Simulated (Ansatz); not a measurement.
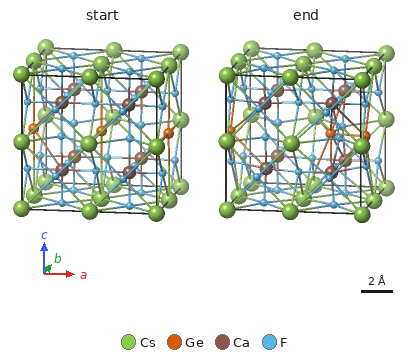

The structure of a defect cell of composition Cs6Ge2Ca8F24 before (left) and after (right) a relaxation, at one scale.

The picture is a ball-and-stick view of the cell of the calculation (origin shifted), seen slightly off an axis.

Theory: DFT, PBEsol, PAW, plane waves (Ansatz).

Input
```yaml
crystal:
  lattice:
    - [8.988828, 0.000000, 0.000000]
    - [0.000000, 8.988828, 0.000000]
    - [0.000000, 0.000000, 8.988828]
  atoms:
    - { symbol: Cs, position: [0.003474, 0.996954, 0.000181] }
    - { symbol: Cs, position: [0.996593, 0.998623, 0.501291] }
    - { symbol: Cs, position: [0.999910, 0.497473, 0.996065] }
    - { symbol: Cs, position: [0.496657, 0.000970, 0.001425] }
    - { symbol: Cs, position: [0.498413, 0.998611, 0.498334] }
    - { symbol: Cs, position: [0.500169, 0.504436, 0.000199] }
    - { symbol: Ge, position: [0.000066, 0.499572, 0.498201] }
    - { symbol: Ge, position: [0.496599, 0.501534, 0.497749] }
    - { symbol: Ca, position: [0.251118, 0.249813, 0.247983] }
    - { symbol: Ca, position: [0.246633, 0.249794, 0.751140] }
    - { symbol: Ca, position: [0.249075, 0.748213, 0.254362] }
    - { symbol: Ca, position: [0.251961, 0.750437, 0.749678] }
    - { symbol: Ca, position: [0.753239, 0.247885, 0.250183] }
    - { symbol: Ca, position: [0.751106, 0.252203, 0.751086] }
    - { symbol: Ca, position: [0.754378, 0.753217, 0.247670] }
    - { symbol: Ca, position: [0.752403, 0.751947, 0.748558] }
    - { symbol: F, position: [0.253435, 0.249399, 0.998921] }
    - { symbol: F, position: [0.253165, 0.250350, 0.500031] }
    - { symbol: F, position: [0.249523, 0.748628, 0.997170] }
    - { symbol: F, position: [0.247547, 0.749632, 0.502478] }
    - { symbol: F, position: [0.751905, 0.251133, 0.002146] }
    - { symbol: F, position: [0.746517, 0.248423, 0.501127] }
    - { symbol: F, position: [0.748619, 0.744713, 0.999604] }
    - { symbol: F, position: [0.751712, 0.750899, 0.498632] }
    - { symbol: F, position: [0.003968, 0.252486, 0.251651] }
    - { symbol: F, position: [0.997798, 0.251604, 0.749667] }
    - { symbol: F, position: [0.998050, 0.748388, 0.252851] }
    - { symbol: F, position: [0.999370, 0.751283, 0.750118] }
    - { symbol: F, position: [0.496171, 0.250240, 0.250519] }
    - { symbol: F, position: [0.497067, 0.248752, 0.747166] }
    - { symbol: F, position: [0.497899, 0.749306, 0.247865] }
    - { symbol: F, position: [0.500670, 0.751727, 0.747029] }
    - { symbol: F, position: [0.250551, 0.003131, 0.248583] }
    - { symbol: F, position: [0.249537, 0.995225, 0.752582] }
    - { symbol: F, position: [0.245374, 0.499224, 0.248104] }
    - { symbol: F, position: [0.245158, 0.497801, 0.750985] }
    - { symbol: F, position: [0.750123, 0.999412, 0.251815] }
    - { symbol: F, position: [0.749926, 0.998693, 0.748473] }
    - { symbol: F, position: [0.752085, 0.500941, 0.249845] }
    - { symbol: F, position: [0.746952, 0.503055, 0.749925] }
  symmetry: { detect: false }
kpoints:
  mp_grid: { grid: [1, 1, 1], shift: [0.25, 0.25, 0.25] }
hamiltonian:
  xc: pbesol
scf:
  occupations: { method: fermi_dirac, width: 0.01 }
relax:
  f_tol: 0.03
  max_steps: 80
  escape_saddle: false
  adjacent_minimum: "off"
output:
  forces: true
  eigenvalues: true
  populations: true
```

Run as
```bash
ansatz run in.yaml --threads 8 --pin off --max-ram 118750MiB --runs-dir r --events-out ev --progress --plain --backend cuda --devices 0,
```

Summarise the run.

Answer. The atom that moves furthest is Ge7 (1.67 Å roughly along +a). By element the largest moves are Ge 1.67 Å, F 0.71 Å, Cs 0.24 Å, Ca 0.23 Å. The cell stays as it was. Near-neighbour distances that change, for instance: Ge7–Ge8 4.463 → 2.594 Å, Ge7–F20 3.163 → 2.022 Å, Ge8–F29 3.169 → 2.035 Å, Cs4–F29 3.168 → 3.941 Å. New bonds form: Ge7–Ca9 (3.90 → 3.20 Å), Ge7–Ge8 (4.46 → 2.59 Å). Among the angles between lasting bonds that change: Ca9–F29–Ca13 179.1° → 148.7°, Cs5–F29–Cs6 179.0° → 154.6°, Ca9–F18–Ca10 178.0° → 154.9°. Over 22 geometry steps the energy falls by 3.924 eV per cell of the calculation. Largest force component: 0.46 eV/Å at the start, 0.024 eV/Å at the end.
